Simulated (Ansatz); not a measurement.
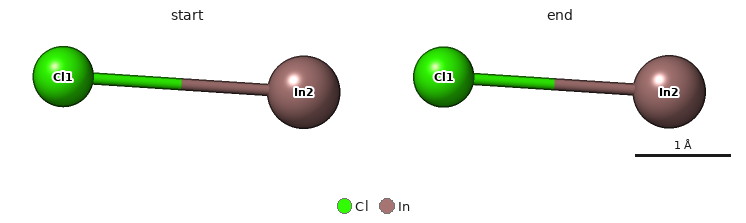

The structure of InCl (multiplicity 3) before (left) and after (right) a relaxation, at one scale.

Style: ball-and-stick. Shown at a tilt.

Method: UKS wB97X/def2-TZVP (Ansatz).

Input
```yaml
crystal:
  periodic: [false, false, false]
  atoms:
    - {symbol: Cl, position_ang: [-0.027150, 0.024198, -0.095246]}
    - {symbol: In, position_ang: [-0.097500, -0.123439, 2.477945]}
basis:
  gaussian: {orbitals: def2-TZVP}
magnetization: {spin_polarized: true, initial_magnetization: 2}
hamiltonian: {xc: {name: wB97X}}
accuracy: high
relax: {f_tol: 0.001, max_steps: 2}
```

Launched with:
```bash
ansatz run in.yaml --threads 2 --pin off --events-out ev --progress --plain --max-ram 32768MiB --backend cpu
```

Summarise the run.

Answer. The relaxation stopped without meeting its thresholds, so the last structure isn't shown to be converged. The input was poor on purpose: steps. The largest moves after the best rigid fit, 0.080 Å, are those of Cl1 and In2. By element the largest moves are Cl 0.080 Å, In 0.080 Å. Among the contacts that change: Cl1–In2 2.578 → 2.418 Å. Over 1 geometry step the energy falls by 0.137 eV. Largest force component: 1.1 eV/Å at the start, 0.47 eV/Å at the end.
